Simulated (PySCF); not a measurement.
**C2H6BFSi (SMILES C=CB(F)[SiH3]) at PBE0/ANO-RCC-MB (sfX2C)**

Aim: the vertical ionisation energy of C2H6BFSi at PBE0/ANO-RCC-MB (sfX2C), from 2 runs. 

The results are computed with PySCF 2.14.0.

## Step 1: Starting point

The species is C2H6BFSi (11 atoms), meant as a singlet with charge 0. As SMILES, `C=CB(F)[SiH3]`. The shape is that of a GFN2-xTB optimisation. This is one conformer, not always the lowest.

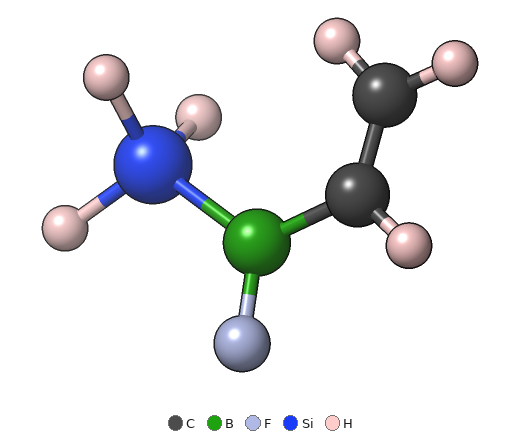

The structure, seen from a chosen angle (carbon dark grey, boron green, fluorine light blue, silicon blue, hydrogen pink).

## Step 2: A single-point energy at PBE0/ANO-RCC-MB (sfX2C)

run.py reads:

```python
from pyscf import gto, dft

molecule = gto.M(
    atom='''
C     -2.865184     0.536682     1.926481
C     -1.662883    -1.607722     1.386435
B      0.755002    -1.754308    -0.282835
F      1.700413    -4.058225    -0.624252
Si     2.453734     1.171403    -1.877462
H     -4.540615     0.604334     3.087510
H     -2.201777     2.326782     1.208744
H     -2.422629    -3.347480     2.165588
H      3.292886     3.060638    -0.016800
H      4.707138     0.513854    -3.353584
H      0.783934     2.554059    -3.619808
''',
    spin=0,
    verbose=3,
    basis='ano-rcc-mb',
    max_memory=1860,
    unit='bohr',
)

mf = dft.RKS(molecule, xc='pbe0')
mf = mf.sfx2c1e()
mf.grids.level = 4
mf.conv_tol = 1e-10
mf.kernel()
if not mf.converged:
    mf = mf.newton().run(mf.mo_coeff, mf.mo_occ)

energy = mf.e_tot
print('Final energy', energy)
```

Run with:

```bash
$ OMP_NUM_THREADS=1 python run.py
```

The log of the run:

```text
converged SCF energy = -494.214625745125
Final energy -494.21462574512486
```

Run time: 23 s. Hardware: 1 thread of AMD EPYC 7R43 (Zen 3), shared host; peak memory 0.28 GiB.

## Step 3: The doublet cation

calc.py reads:

```python
from pyscf import gto, dft

molecule = gto.M(
    atom=[
    ('C', (-1.516190, 0.284000, 1.019450)),
    ('C', (-0.879960, -0.850770, 0.733670)),
    ('B', (0.399530, -0.928340, -0.149670)),
    ('F', (0.899820, -2.147520, -0.330340)),
    ('Si', (1.298460, 0.619880, -0.993510)),
    ('H', (-2.402790, 0.319800, 1.633840)),
    ('H', (-1.165130, 1.231280, 0.639640)),
    ('H', (-1.282000, -1.771410, 1.145980)),
    ('H', (1.742520, 1.619620, -0.008890)),
    ('H', (2.490910, 0.271920, -1.774640)),
    ('H', (0.414840, 1.351550, -1.915520)),
],
    max_memory=1860,
    basis='ano-rcc-mb',
    spin=1,
    verbose=3,
    charge=1,
)

mf = dft.UKS(molecule, xc='pbe0')
mf = mf.x2c()
mf.conv_tol = 1e-10
mf.grids.level = 4
mf.kernel()
if not mf.converged:
    mf = mf.newton().run(mf.mo_coeff, mf.mo_occ)

etot = mf.e_tot
print('E(%s) = %.9f' % ('PBE0', etot))
```

Run with:

```bash
$ OMP_NUM_THREADS=1 python calc.py
```

The log of the run:

```text
converged SCF energy = -493.767058570973  <S^2> = 0.75261865  2S+1 = 2.0026169
E(PBE0) = -493.767058571
```

It took 43 s on 1 thread of AMD EPYC 7R43 (Zen 3), shared host; peak memory 0.28 GiB.

## Step 4: What came out

Level: PBE0/ANO-RCC-MB (sfX2C).

| quantity | value |
| --- | --- |
| singlet C2H6BFSi: total energy | -494.21463 Eh |
| singlet C2H6BFSi: dipole moment | 1.78 D |
| singlet C2H6BFSi: HOMO energy | -9.75 eV |
| singlet C2H6BFSi: LUMO energy | -3.21 eV |
| singlet C2H6BFSi: HOMO–LUMO gap | 6.53 eV |
| doublet cation: total energy | -493.76706 Eh |
| doublet cation: HOMO energy (highest over α and β) | -16.22 eV |
| doublet cation: LUMO energy (lowest over α and β) | -14.57 eV |
| doublet cation: ⟨S²⟩ | 0.753 |
| vertical ionisation energy (to the doublet cation) | 12.179 eV |

What this shows: Removing an electron at fixed nuclei costs 12.18 eV (281 kcal/mol). −ε(HOMO) before ionisation, 9.75 eV, is 2.43 eV below this ionisation energy. In a minimal basis such a difference can be off by several eV, whatever the method. Mulliken charges (singlet C2H6BFSi) run from -0.34 on F4 to +0.37 on B3; they depend strongly on the basis.
